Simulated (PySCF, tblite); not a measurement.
# C₄H₅BO₃: geometry, infrared bands and NMR shifts

Wanted: the infrared bands and NMR shifts of C₄H₅BO₃ (`OB(O)c1ccoc1`), by calculation.

Programs: tblite 0.8.0 and PySCF 2.14.0, with density-fitted response routines of our own. Each step states its level of theory. These are calculated values for one molecule in the gas phase, unless marked as measured. Atoms count from 0, in the outputs and in this text.

### 1 The starting structure

13 atoms, charge 0, multiplicity 1; geometry from: force field or distance geometry start.

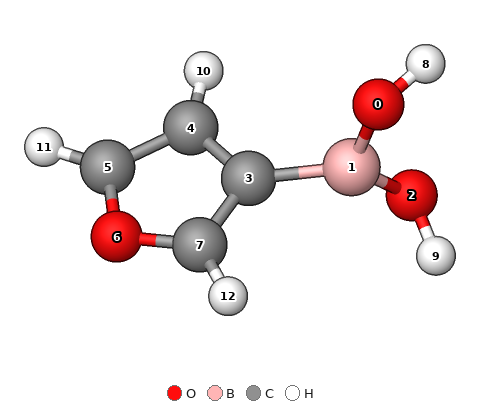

The starting geometry (oxygen red, boron pink, carbon grey, hydrogen white), atoms numbered; sticks join atoms by distance.

### 2 Geometry optimisation with GFN2-xTB

What the job is given:

```
{"job": {"kind": "relax", "xc": "GFN2-xTB", "basis": "xTB"}, "charge": 0, "multiplicity": 1}
O     -1.995400     1.381300    -0.334900
B     -1.438000     0.069400    -0.045200
O     -2.194300    -0.974000     0.668500
C      0.121900    -0.012100    -0.103800
C      1.035300     0.283100     0.881600
C      2.278000     0.030600     0.296000
O      2.097800    -0.393500    -0.940400
C      0.828300    -0.433700    -1.198300
H     -2.694200     1.659800     0.283600
H     -2.539200    -1.640900     0.009100
H      0.871400     0.637800     1.860300
H      3.257500     0.143800     0.741800
H      0.366400    -0.751100    -2.135900
```

Started as:

```sh
OMP_NUM_THREADS=1 python probes_run.py task.json out
```

The driver reads the jobs from task.json and runs them one after another.

Log:

```text
step      E/eV     max force
  0    -668.43917    2.710
  1    -668.88858    1.710
  2    -669.01961    0.795
  3    -669.06221    0.743
  4    -669.11269    0.841
  5    -669.19127    0.949
  6    -669.26815    1.403
  7    -669.34051    1.511
  8    -669.43556    0.792
  9    -669.46905    0.602
 10    -669.48895    0.891
 11    -669.51530    0.692
 12    -669.54445    0.632
 13    -669.60126    1.058
 14    -669.62961    0.395
 15    -669.65195    0.952
 16    -669.66995    0.321
 17    -669.67623    0.187
 18    -669.68301    0.166
 19    -669.68504    0.120
 20    -669.68889    0.135
 21    -669.69125    0.135
 22    -669.69304    0.126
 23    -669.69440    0.111
 24    -669.69619    0.102
 25    -669.69801    0.124
 26    -669.69946    0.101
 27    -669.70058    0.091
 28    -669.70173    0.087
 29    -669.70300    0.084
 30    -669.70409    0.081
 31    -669.70491    0.073
 32    -669.70572    0.071
 33    -669.70673    0.099
 34    -669.70783    0.099
 35    -669.70883    0.086
 36    -669.70971    0.090
 37    -669.71063    0.089
 38    -669.71164    0.097
 39    -669.71263    0.082
 40    -669.71358    0.111
 41    -669.71459    0.112
 42    -669.71563    0.075
 43    -669.71633    0.056
 44    -669.71658    0.030
 45    -669.71665    0.025
 46    -669.71673    0.028
 47    -669.71687    0.038
 48    -669.71705    0.048
 49    -669.71723    0.046
 50    -669.71736    0.037
 51    -669.71749    0.041
 52    -669.71771    0.051
 53    -669.71814    0.071
 54    -669.71882    0.087
 55    -669.71966    0.129
 56    -669.72060    0.189
 57    -669.72207    0.213
 58    -669.72447    0.233
 59    -669.72909    0.209
 60    -669.73482    0.236
 61    -669.74049    0.182
 62    -669.72938    0.620
 63    -669.74577    0.149
 64    -669.74814    0.138
 65    -669.75344    0.397
 66    -669.75814    0.217
 67    -669.76201    0.127
 68    -669.77168    0.340
 69    -669.77869    0.211
 70    -669.78628    0.191
 71    -669.78845    0.120
 72    -669.78319    0.519
 73    -669.78981    0.073
 74    -669.79033    0.063
 75    -669.79186    0.112
 76    -669.79285    0.120
 77    -669.79397    0.071
 78    -669.79463    0.081
 79    -669.79501    0.047
 80    -669.79527    0.056
 81    -669.79552    0.053
 82    -669.79582    0.056
 83    -669.79606    0.044
 84    -669.79631    0.045
 85    -669.79659    0.038
 86    -669.79681    0.034
 87    -669.79690    0.019
 88    -669.79693    0.018
 89    -669.79698    0.014
 90    -669.79702    0.011
 91    -669.79703    0.008
```

Wall time 0.48 s (1 thread of Arm Neoverse V1, shared host); peak memory 0.18 GiB.

Relaxation path: (not every step is listed)

```csv
step,energy from step 0 (eV),largest force (eV/Å)
0,0.0000,2.7096
1,-0.4494,1.7097
2,-0.5804,0.7954
3,-0.6230,0.7427
4,-0.6735,0.8414
5,-0.7521,0.9485
6,-0.8290,1.4025
7,-0.9013,1.5108
8,-0.9964,0.7916
15,-1.2128,0.9517
22,-1.2539,0.1264
29,-1.2638,0.0835
36,-1.2705,0.0898
43,-1.2772,0.0559
50,-1.2782,0.0368
57,-1.2829,0.2132
64,-1.3090,0.1384
71,-1.3493,0.1200
78,-1.3555,0.0815
85,-1.3574,0.0381
86,-1.3576,0.0341
87,-1.3577,0.0188
88,-1.3578,0.0178
89,-1.3578,0.0144
90,-1.3578,0.0108
91,-1.3579,0.0085
```

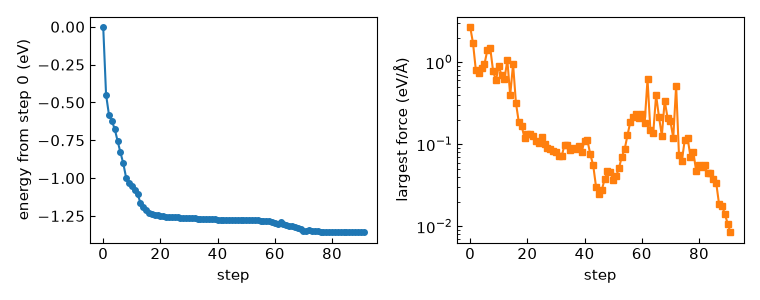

Energy and force, step by step.

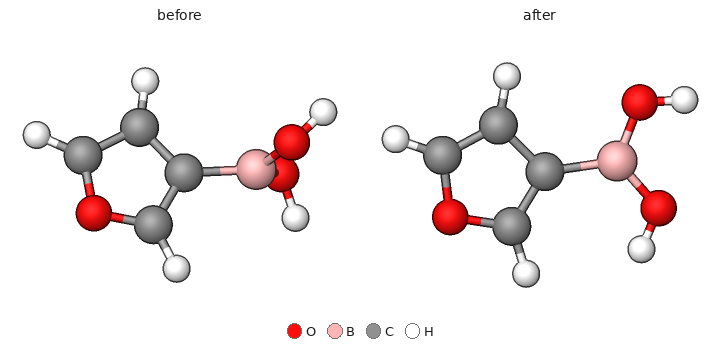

Before and after, at one scale.

Distances of close pairs at the start and the end, largest changes first:

```csv
bond,before (Å),after (Å),change (Å)
B1–O2,1.473,1.365,-0.108
O0–B1,1.455,1.349,-0.106
C3–C4,1.376,1.429,+0.054
O2–H9,0.999,0.954,-0.045
O6–C7,1.296,1.340,+0.044
C4–C5,1.397,1.356,-0.041
C5–O6,1.319,1.346,+0.027
C7–H12,1.092,1.074,-0.019
```

The end geometry stands in the next job.

### 3 Vibrational analysis with GFN2-xTB

What the job is given:

```
{"job": {"kind": "ir", "xc": "GFN2-xTB", "basis": "xTB"}, "charge": 0, "multiplicity": 1}
O     -1.924321     1.156254     0.953294
B     -1.486316     0.213917     0.093685
O     -2.417875    -0.476174    -0.626574
C      0.054099    -0.034635    -0.029185
C      1.093950     0.642281     0.680181
C      2.266906     0.107059     0.259471
O      2.046698    -0.853240    -0.657616
C      0.718886    -0.930632    -0.824345
H     -2.877865     1.245886     0.970439
H     -2.084787    -1.138536    -1.227275
H      0.950971     1.420361     1.399773
H      3.286985     0.306669     0.521868
H      0.368283    -1.658723    -1.531444
```

Log:

```text
mode    cm-1     km/mol
  1      35.3      1.80
  2     134.3      2.13
  3     152.1      0.07
  4     322.6     10.41
  5     398.6      1.44
  6     512.9      0.55
  7     533.1     85.26
  8     559.7     35.00
  9     600.7      2.51
 10     629.9    239.91
 11     657.2     86.30
 12     761.4      2.62
 13     781.7      8.90
 14     847.5      3.49
 15     856.2     14.48
 16     916.6     21.19
 17     951.0    161.97
 18     963.2    119.18
 19    1035.8     37.02
 20    1070.2     24.66
 21    1153.7    174.12
 22    1167.9     60.59
 23    1200.0     34.89
 24    1260.8    389.75
 25    1305.9    132.50
 26    1350.5     31.18
 27    1474.3    172.17
 28    1561.0     54.17
 29    3147.3     16.18
 30    3167.3      7.30
 31    3201.7     11.48
 32    3617.3     18.69
 33    3675.3      9.79
```

It took 0.33 s on 1 thread of Arm Neoverse V1, shared host; peak memory 0.18 GiB.

The strongest bands and the atoms that carry them (share of the mass-weighted mode):

```csv
cm⁻¹,km/mol,atoms
630,239.9,H8 74 %
657,86.3,"C3 46 %, B1 21 %"
951,162.0,"H9 68 %, H8 15 %, O2 12 %"
963,119.2,"H8 48 %, O0 17 %"
1154,174.1,"H11 27 %, B1 15 %, C3 13 %"
1261,389.8,B1 53 %
1306,132.5,"B1 49 %, O0 11 %, C7 11 %"
1474,172.2,"C5 34 %, C3 21 %, C4 18 %, C7 14 %"
```

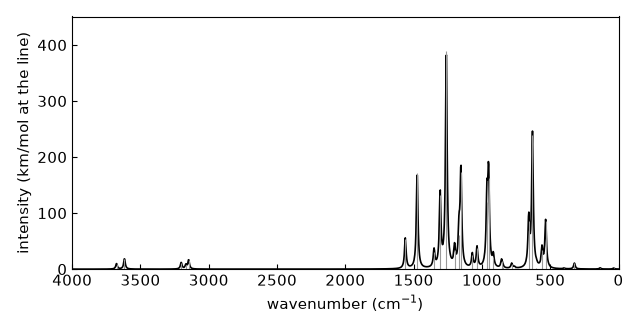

The infrared spectrum from these modes, unscaled. Lines are broadened to a width of 14 cm⁻¹ (Lorentzian).

### 4 NMR shieldings: PBE0/pcSseg-1

Settings changed since step 3:

```diff
@@ -1,2 +1,2 @@
-{"job": {"kind": "ir", "xc": "GFN2-xTB", "basis": "xTB"}, "charge": 0, "multiplicity": 1}
+{"job": {"kind": "nmr", "xc": "PBE0", "basis": "pcSseg-1"}, "charge": 0, "multiplicity": 1}
 O     -1.924321     1.156254     0.953294
```

Method: GIAO PBE0/pcSseg-1 NMR shielding, non-relativistic, gas phase.

Log:

```text
coarse grid: 11792 points
cycle   1  E = -405.3252026085  dE =  1.612e+00  |g| = 9.213e-01  |ddm| = 3.378e+00
cycle   2  E = -405.1941794029  dE =  1.310e-01  |g| = 1.261e+00  |ddm| = 1.381e+00
cycle   3  E = -405.4808304262  dE = -2.867e-01  |g| = 8.943e-02  |ddm| = 8.476e-01
cycle   4  E = -405.4822225916  dE = -1.392e-03  |g| = 4.891e-02  |ddm| = 1.089e-01
cycle   5  E = -405.4827117897  dE = -4.892e-04  |g| = 1.624e-02  |ddm| = 4.789e-02
cycle   6  E = -405.4827642036  dE = -5.241e-05  |g| = 5.623e-03  |ddm| = 1.656e-02
cycle   7  E = -405.4827707181  dE = -6.515e-06  |g| = 1.640e-03  |ddm| = 5.149e-03
final grid: 116528 points
cycle   8  E = -405.5574693586  dE = -2.648e-05  |g| = 1.308e-02  |ddm| = 2.729e-02
cycle   9  E = -405.5574084745  dE =  6.088e-05  |g| = 2.218e-02  |ddm| = 2.155e-02
cycle  10  E = -405.5575003310  dE = -9.186e-05  |g| = 2.257e-03  |ddm| = 1.453e-02
cycle  11  E = -405.5575015255  dE = -1.195e-06  |g| = 3.419e-04  |ddm| = 1.989e-03
cycle  12  E = -405.5575015459  dE = -2.036e-08  |g| = 1.485e-04  |ddm| = 3.749e-04
cycle  13  E = -405.5575015509  dE = -4.994e-09  |g| = 3.662e-05  |ddm| = 1.451e-04
cycle  14  E = -405.5575015512  dE = -2.592e-10  |g| = 1.448e-05  |ddm| = 3.903e-05
converged SCF energy = -405.5575015512

GIAO shielding tensors (ppm)
atom      isotropic    diamagn.    paramagn.     s11        s22        s33       span
  0 O      223.399     386.267    -162.868    130.015    260.947    279.235    149.220
  1 B       75.493     194.248    -118.755     63.697     70.645     92.136     28.439
  2 O      224.957     387.326    -162.369    120.718    276.513    277.640    156.922
  3 C       64.720     256.812    -192.092    -14.052     42.463    165.748    179.800
  4 C       64.647     251.719    -187.073    -26.739     61.100    159.580    186.319
  5 C       39.002     254.765    -215.763    -40.042     49.950    107.099    147.140
  6 O       24.556     397.767    -373.212   -124.673    -55.567    253.907    378.580
  7 C       34.223     255.706    -221.483    -50.321     47.478    105.513    155.834
  8 H       27.479      29.463      -1.984     21.219     23.722     37.497     16.277
  9 H       27.440      32.993      -5.554     20.168     25.391     36.761     16.593
 10 H       24.618      31.971      -7.352     21.969     24.634     27.252      5.283
 11 H       24.133      30.044      -5.911     21.242     25.285     25.872      4.630
 12 H       24.136      32.867      -8.731     20.863     24.519     27.027      6.164
```

Run time: 20 s. Hardware: 1 thread of Arm Neoverse V1, shared host; peak memory 0.73 GiB.

Shifts follow as δ = σ(reference) − σ, with reference shieldings (ppm) from runs at the same level and on the same kind of geometry: 1H TMS 31.72, 13C TMS 186.9, 17O H2O 336.1, 11B BF3·OEt2 100.1. The references are single molecules in the gas phase, so shifts against H2O, NH3, PH3, H3PO4 or CFCl3 are not on the usual liquid scales and can be off by tens of ppm. Atoms listed in one row are averaged.

```csv
atoms,environment,σ (ppm),δ (ppm),δ scaled to CDCl3
C7,aromatic CH next to the ring oxygen,34.2,152.7,147.1
C5,aromatic CH next to the ring oxygen,39.0,147.9,142.5
C4,aromatic CH,64.6,122.3,117.4
C3,substituted aromatic carbon,64.7,122.2,117.4
H11,hydrogen on an aromatic CH next to the ring oxygen,24.13,7.58,7.26
H12,hydrogen on an aromatic CH next to the ring oxygen,24.14,7.58,7.25
H10,hydrogen on an aromatic CH,24.62,7.10,6.80
"H8, H9",hydrogen on an oxygen bonded to B,27.46,4.26,–
O6,aromatic ring oxygen,24.6,311.5,–
"O0, O2","oxygen bonded to B, H",224.2,111.9,–
B1,"boron bonded to C, 2 O",75.5,24.6,–
```

The scaled column applies a straight-line fit of computed shieldings to shifts measured in CDCl3 (root-mean-square error 0.16 ppm for H, 1.9 ppm for C).

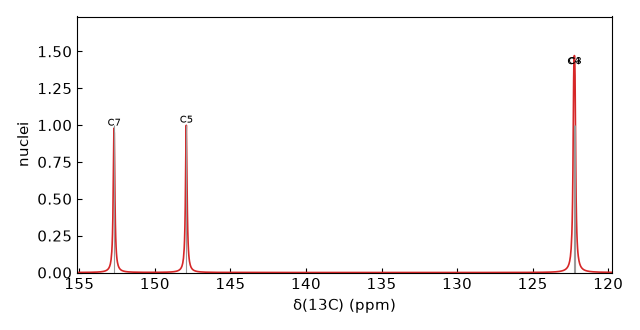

13C lines at the computed shifts, without couplings. Lines are broadened to a width of 0.12 ppm (Lorentzian).

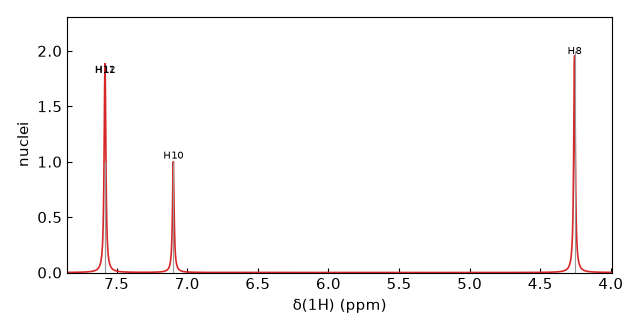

1H lines at the computed shifts, without couplings. Lines are broadened to a width of 0.01 ppm (Lorentzian).

The run also stored atomic charges by several schemes (e):

```csv
atoms,Mulliken,IAO,Hirshfeld,ESP fit
"O0, O2",-0.41,-0.55,-0.26,-0.68
B1,0.60,0.49,0.24,0.62
C3,-0.35,-0.22,-0.12,-0.14
C4,-0.17,-0.20,-0.08,-0.28
C5,0.17,0.00,0.00,-0.02
O6,-0.35,-0.22,-0.06,-0.13
C7,0.16,0.02,0.01,-0.07
```

ESP fit charges:

O0 -0.66; B1 0.62; O2 -0.70; C3 -0.14; C4 -0.28; C5 -0.02; O6 -0.13; C7 -0.07; H8 0.45; H9 0.43; H10 0.19; H11 0.16; H12 0.15

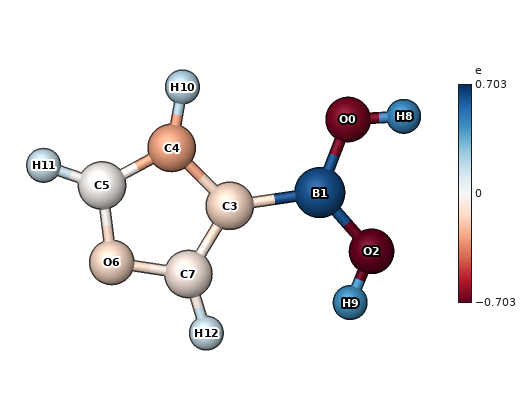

ESP fit charges, as colours on the atoms.

Mayer bond orders: O0–B1 1.26, B1–O2 1.20, B1–C3 0.89, C3–C4 1.26, C4–C5 1.61, C5–O6 1.06, O6–C7 1.10, C7–C3 1.59.

Ring of atoms C3, C4, C5, O6, C7: NICS(0) -11.7, NICS(1) -10.6, NICS(1)zz -27.3 ppm (means of both faces).

### 5 Results

```
                                                               quantity                           value
                              strongest single infrared mode (GFN2-xTB)           1261 cm⁻¹, 390 km/mol
                                           zero-point energy (GFN2-xTB)                   57.2 kcal/mol
                                 13C shifts against TMS (PBE0/pcSseg-1)  152.7, 147.9, 122.3, 122.2 ppm
 1H shifts against TMS (PBE0/pcSseg-1, means over atoms taken as alike)      7.58, 7.58, 7.10, 4.26 ppm
17O shifts against H2O (PBE0/pcSseg-1, means over atoms taken as alike)                311.5, 111.9 ppm
                            11B shifts against BF3·OEt2 (PBE0/pcSseg-1)                        24.6 ppm
```

Over 91 steps the energy fell by 1.358 eV; of the close pairs, B1–O2 changed most, 1.473 to 1.365 Å. All 33 modes are real, so the xTB geometry is a minimum. The strongest single mode, at 1261 cm⁻¹, moves mainly B1. Unscaled tight-binding wavenumbers are off by several per cent, some by more. Its intensities can rank the bands wrongly. At PBE0/pcSseg-1: The largest span, 379 ppm, is at O6, where the paramagnetic term is -373 ppm. NICS(1)zz of -27 ppm above the planar ring from C3 marks a diatropic (aromatic) ring current.
